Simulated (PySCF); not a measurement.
# AlH2Cl (SMILES [H][Al]([H])[Cl]): FCI/STO-3G

Aim: the vertical singlet–triplet gap of AlH2Cl at FCI/STO-3G, from 2 runs. The job is set up through a Python script.

The results are computed with PySCF 2.14.0.

7 further runs of the same task are left out: 7 set aside as unsound or not needed.

**1. Starting point**

AlH2Cl: 4 atoms, total charge 0, spin state singlet. SMILES: `[H][Al]([H])[Cl]`. Geometry: a GFN2-xTB relaxation, a rough one for these elements and not checked as a minimum.

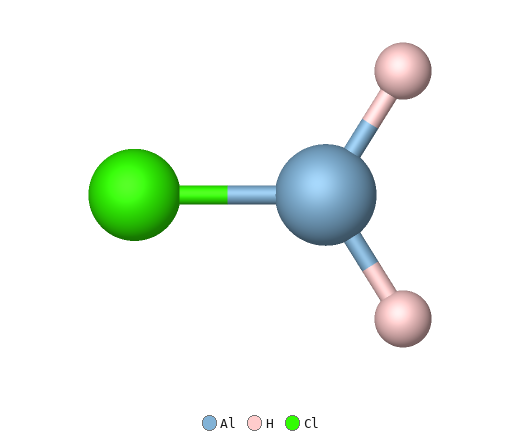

Viewed from a chosen angle; aluminium light blue, hydrogen pink, chlorine green.

**2. A single-point energy at FCI/STO-3G**

geometry.xyz

```xyz
4

Al     0.049780     0.082930    -0.002200
H      1.587020     0.109500     0.013310
H     -0.651090     1.451440    -0.019500
Cl    -0.985710    -1.643880     0.008400
```

job.py

```python
from pyscf import gto, scf, mcscf
from pyscf import fci

mol = gto.M(
    atom='geometry.xyz',
    verbose=4,
    charge=0,
    max_memory=1860,
    basis='sto-3g',
)

calc0 = scf.RHF(mol)
calc0.conv_tol = 1e-10
calc0.kernel()
if not calc0.converged:
    calc0 = calc0.newton().run(calc0.mo_coeff, calc0.mo_occ)

cas = mcscf.CASCI(calc0, calc0.mo_coeff.shape[-1] - 10, (mol.nelec[0] - 10, mol.nelec[1] - 10))  # full CI above the frozen core
cas.fcisolver = fci.direct_spin0.FCI(mol)  # even spin states alone
cas.kernel()
print('<S^2> = %.4f' % cas.fcisolver.spin_square(cas.ci, cas.ncas, cas.nelecas)[0])
e_tot = cas.e_tot
print(f'total energy: {e_tot:.8f} hartree')
```

Run with:

```bash
$ OMP_NUM_THREADS=1 python job.py
```

The log of the run:

```text
PySCF version 2.14.0

[INPUT] num. atoms = 4
[INPUT] num. electrons = 32
[INPUT] charge = 0
[INPUT] spin (= nelec alpha-beta = 2S) = 0
[INPUT] symmetry False subgroup None
[INPUT] Mole.unit = angstrom
[INPUT] Symbol           X                Y                Z      unit          X                Y                Z       unit  Magmom
[INPUT]  1 Al     0.049780000000   0.082930000000  -0.002200000000 AA    0.094070566481   0.156714987510  -0.004157397474 Bohr   0.0
[INPUT]  2 H      1.587020000000   0.109500000000   0.013310000000 AA    2.999033154207   0.206925010640   0.025152254718 Bohr   0.0
[INPUT]  3 H     -0.651090000000   1.451440000000  -0.019500000000 AA   -1.230381782443   2.742824086239  -0.036849659429 Bohr   0.0
[INPUT]  4 Cl    -0.985710000000  -1.643880000000   0.008400000000 AA   -1.862721938245  -3.106482981650   0.015873699446 Bohr   0.0

nuclear repulsion = 73.0114493092243
number of shells = 12
number of NR pGTOs = 60
number of NR cGTOs = 20
basis = sto-3g
ecp = {}

******** <class 'pyscf.scf.hf.RHF'> ********
method = RHF
initial guess = minao
damping factor = 0
level_shift factor = 0
DIIS = <class 'pyscf.scf.diis.CDIIS'>
diis_start_cycle = 1
diis_space = 8
diis_damp = 0
SCF conv_tol = 1e-10
SCF conv_tol_grad = None
SCF max_cycles = 50
direct_scf = True
direct_scf_tol = 1e-13
Set gradient conv threshold to 1e-05
Initial guess from minao.
init E= -694.202093633639
  HOMO = -0.327307239182949  LUMO = 0.201673355165907  gap/eV = 14.39430
cycle= 1 E= -694.806293947328  delta_E= -0.604  |g|= 0.209  |ddm|= 1.95
  HOMO = -0.332155994259132  LUMO = 0.261120459440935  gap/eV = 16.14387
cycle= 2 E= -694.829790034971  delta_E= -0.0235  |g|= 0.037  |ddm|= 0.475
  HOMO = -0.344351177043984  LUMO = 0.29293864927371  gap/eV = 17.34154
cycle= 3 E= -694.830552120647  delta_E= -0.000762  |g|= 0.00865  |ddm|= 0.0763
  HOMO = -0.345283786750173  LUMO = 0.292117823148629  gap/eV = 17.34458
cycle= 4 E= -694.830606621801  delta_E= -5.45e-05  |g|= 0.00092  |ddm|= 0.025
  HOMO = -0.345247572222986  LUMO = 0.291880958812731  gap/eV = 17.33715
cycle= 5 E= -694.830607351799  delta_E= -7.3e-07  |g|= 0.000172  |ddm|= 0.00289
  HOMO = -0.345246850681137  LUMO = 0.291894235845262  gap/eV = 17.33749
cycle= 6 E= -694.830607383643  delta_E= -3.18e-08  |g|= 1.53e-05  |ddm|= 0.000664
  HOMO = -0.345246677328023  LUMO = 0.291897084744668  gap/eV = 17.33756
cycle= 7 E= -694.830607383861  delta_E= -2.18e-10  |g|= 1.14e-06  |ddm|= 5.66e-05
  HOMO = -0.345246795882008  LUMO = 0.29189691285027  gap/eV = 17.33756
cycle= 8 E= -694.830607383862  delta_E= -1.02e-12  |g|= 8.09e-08  |ddm|= 2.67e-06
  HOMO = -0.345246790895686  LUMO = 0.291896932636087  gap/eV = 17.33756
Extra cycle  E= -694.830607383862  delta_E=    0  |g|= 1.63e-08  |ddm|= 1.62e-07
converged SCF energy = -694.830607383862

******** <class 'pyscf.mcscf.casci.CASCI'> ********
CAS (6e+6e, 10o), ncore = 10, nvir = 0
natorb = False
canonicalization = True
sorting_mo_energy = False
******** <class 'pyscf.fci.direct_spin0.FCISolver'> ********
max. cycles = 100
conv_tol = 1e-10
davidson only = False
linear dependence = 1e-14
level shift = 0.001
max iter space = 12
nroots = 1
pspace_size = 400
spin = None
Density matrix diagonal elements [1.99863473 1.98049816 1.98577097 1.98448042 1.99547526 1.97986058
 0.00777073 0.03208821 0.01538852 0.02003242]
CASCI converged
CASCI E = -694.877386271321  E(CI) = -27.7303119500964  S^2 = 0.0000000
<S^2> = 0.0000
total energy: -694.87738627 hartree
```

It took 1.4 s on 1 thread of Arm Neoverse N1, shared host; peak memory 0.13 GiB.

**3. The triplet, same level**

start.xyz

```xyz
4

Al     0.049780     0.082930    -0.002200
H      1.587020     0.109500     0.013310
H     -0.651090     1.451440    -0.019500
Cl    -0.985710    -1.643880     0.008400
```

input.py

```python
from pyscf import gto, scf, mcscf

mol = gto.M(
    atom='start.xyz',
    verbose=4,
    max_memory=1860,
    spin=2,
    basis='sto-3g',
)

hf = scf.ROHF(mol)
hf.conv_tol = 1e-10
hf.kernel()
if not hf.converged:
    hf = hf.newton().run(hf.mo_coeff, hf.mo_occ)

cas = mcscf.CASCI(hf, hf.mo_coeff.shape[-1] - 10, (mol.nelec[0] - 10, mol.nelec[1] - 10))  # full CI above the frozen core
cas.fix_spin_(ss=2.0)
cas.kernel()
e_final = cas.e_tot
print('E(%s) = %.9f' % ('FCI', e_final))
```

Run with:

```bash
$ OMP_NUM_THREADS=1 python input.py
```

The log of the run:

```text
PySCF version 2.14.0

[INPUT] num. atoms = 4
[INPUT] num. electrons = 32
[INPUT] charge = 0
[INPUT] spin (= nelec alpha-beta = 2S) = 2
[INPUT] symmetry False subgroup None
[INPUT] Mole.unit = angstrom
[INPUT] Symbol           X                Y                Z      unit          X                Y                Z       unit  Magmom
[INPUT]  1 Al     0.049780000000   0.082930000000  -0.002200000000 AA    0.094070566481   0.156714987510  -0.004157397474 Bohr   0.0
[INPUT]  2 H      1.587020000000   0.109500000000   0.013310000000 AA    2.999033154207   0.206925010640   0.025152254718 Bohr   0.0
[INPUT]  3 H     -0.651090000000   1.451440000000  -0.019500000000 AA   -1.230381782443   2.742824086239  -0.036849659429 Bohr   0.0
[INPUT]  4 Cl    -0.985710000000  -1.643880000000   0.008400000000 AA   -1.862721938245  -3.106482981650   0.015873699446 Bohr   0.0

nuclear repulsion = 73.0114493092243
number of shells = 12
number of NR pGTOs = 60
number of NR cGTOs = 20
basis = sto-3g
ecp = {}

******** <class 'pyscf.scf.rohf.ROHF'> ********
method = ROHF
initial guess = minao
damping factor = 0
level_shift factor = 0
DIIS = <class 'pyscf.scf.diis.CDIIS'>
diis_start_cycle = 1
diis_space = 8
diis_damp = 0
SCF conv_tol = 1e-10
SCF conv_tol_grad = None
SCF max_cycles = 50
direct_scf = True
direct_scf_tol = 1e-13
num. doubly occ = 15  num. singly occ = 2
Set gradient conv threshold to 1e-05
init E= -694.202093633639
  HOMO = 0.201673355165907  LUMO = 0.213483214409167  gap/eV = 0.32136
cycle= 1 E= -694.485958527511  delta_E= -0.284  |g|= 0.188  |ddm|= 1.81
  HOMO = 0.177574447165346  LUMO = 0.38144171354745  gap/eV = 5.54751
cycle= 2 E= -694.496697409289  delta_E= -0.0107  |g|= 0.0848  |ddm|= 0.651
  HOMO = 0.195898572295503  LUMO = 0.401525374981966  gap/eV = 5.59539
cycle= 3 E= -694.507672014922  delta_E= -0.011  |g|= 0.0333  |ddm|= 0.295
  HOMO = 0.186381502903204  LUMO = 0.399664729750706  gap/eV = 5.80373
cycle= 4 E= -694.509533722667  delta_E= -0.00186  |g|= 0.0263  |ddm|= 0.116
  HOMO = 0.183602952353811  LUMO = 0.397590093906841  gap/eV = 5.82289
cycle= 5 E= -694.510364647116  delta_E= -0.000831  |g|= 0.0136  |ddm|= 0.0638
  HOMO = 0.178533955089609  LUMO = 0.394156458434079  gap/eV = 5.86739
cycle= 6 E= -694.510730033425  delta_E= -0.000365  |g|= 0.00355  |ddm|= 0.127
  HOMO = 0.17933122830785  LUMO = 0.394614931266147  gap/eV = 5.85817
cycle= 7 E= -694.510796761338  delta_E= -6.67e-05  |g|= 0.000695  |ddm|= 0.0437
  HOMO = 0.179354872582004  LUMO = 0.394634703791643  gap/eV = 5.85806
cycle= 8 E= -694.510800506975  delta_E= -3.75e-06  |g|= 0.000259  |ddm|= 0.00938
  HOMO = 0.179281993024843  LUMO = 0.394600189106066  gap/eV = 5.85911
cycle= 9 E= -694.51080093805  delta_E= -4.31e-07  |g|= 0.000189  |ddm|= 0.00425
  HOMO = 0.179328860643506  LUMO = 0.394641217247791  gap/eV = 5.85895
cycle= 10 E= -694.510801255762  delta_E= -3.18e-07  |g|= 6.25e-05  |ddm|= 0.00476
  HOMO = 0.179325279120481  LUMO = 0.394640511426686  gap/eV = 5.85903
cycle= 11 E= -694.510801279454  delta_E= -2.37e-08  |g|= 6.36e-05  |ddm|= 0.000622
  HOMO = 0.179317870193325  LUMO = 0.394636816452313  gap/eV = 5.85913
cycle= 12 E= -694.510801223801  delta_E= 5.57e-08  |g|= 3.03e-05  |ddm|= 0.00112
  HOMO = 0.179326086936227  LUMO = 0.394641333563039  gap/eV = 5.85903
cycle= 13 E= -694.510801215601  delta_E= 8.2e-09  |g|= 5.52e-06  |ddm|= 0.000714
  HOMO = 0.179325728525121  LUMO = 0.394641247021827  gap/eV = 5.85903
cycle= 14 E= -694.510801215427  delta_E= 1.74e-10  |g|= 2.29e-06  |ddm|= 0.000158
  HOMO = 0.179325662409176  LUMO = 0.394641252459145  gap/eV = 5.85904
cycle= 15 E= -694.510801215392  delta_E= 3.55e-11  |g|= 3.38e-07  |ddm|= 5.26e-05
  HOMO = 0.179325629929431  LUMO = 0.394641245516496  gap/eV = 5.85904
Extra cycle  E= -694.510801215393  delta_E= -6.82e-13  |g|= 2.28e-07  |ddm|= 1.15e-06
converged SCF energy = -694.510801215393

******** <class 'pyscf.mcscf.casci.CASCI'> ********
CAS (7e+5e, 10o), ncore = 10, nvir = 0
natorb = False
canonicalization = True
sorting_mo_energy = False
******** <class 'pyscf.fci.addons.SpinPenaltyFCISolver'> ********
max. cycles = 200
conv_tol = 1e-08
davidson only = True
linear dependence = 1e-12
level shift = 0.001
max iter space = 12
nroots = 1
pspace_size = 400
spin = None
Density matrix diagonal elements [1.99822784 1.94921648 1.96576219 1.97106017 1.99821192 1.02229564
 1.00119836 0.06244148 0.0181628  0.0134231 ]
CASCI converged
CASCI E = -694.571217907279  E(CI) = -27.4291927632974  S^2 = 2.0000000
E(FCI) = -694.571217907
```

Run time: 1.6 s. Hardware: 1 thread of Arm Neoverse N1, shared host; peak memory 0.12 GiB.

**4. Summary of results**

Level: FCI/STO-3G, 10 core orbitals frozen.

| quantity | value |
| --- | --- |
| singlet: total energy | -694.87739 Eh |
| singlet: dipole moment (Hartree–Fock density) | 2.31 D |
| singlet: HOMO energy (Hartree–Fock orbitals) | -9.39 eV |
| singlet: LUMO energy (Hartree–Fock orbitals) | 7.94 eV |
| singlet: HOMO–LUMO gap (Hartree–Fock orbitals) | 17.34 eV |
| singlet: correlation energy (10 core orbitals frozen) | -46.8 mEh |
| triplet: total energy | -694.57122 Eh |
| triplet: dipole moment (Hartree–Fock density) | 4.20 D |
| triplet: correlation energy (10 core orbitals frozen) | -60.4 mEh |
| vertical energy of the triplet above the singlet | 8.331 eV |

In words: At this shape the triplet lies 8.33 eV (192 kcal/mol) above the singlet. In a minimal basis such a difference can be off by several eV, whatever the method. Mulliken charges (singlet) of the mean-field density run from -0.50 on Cl4 to +1.00 on Al1; they depend strongly on the basis.
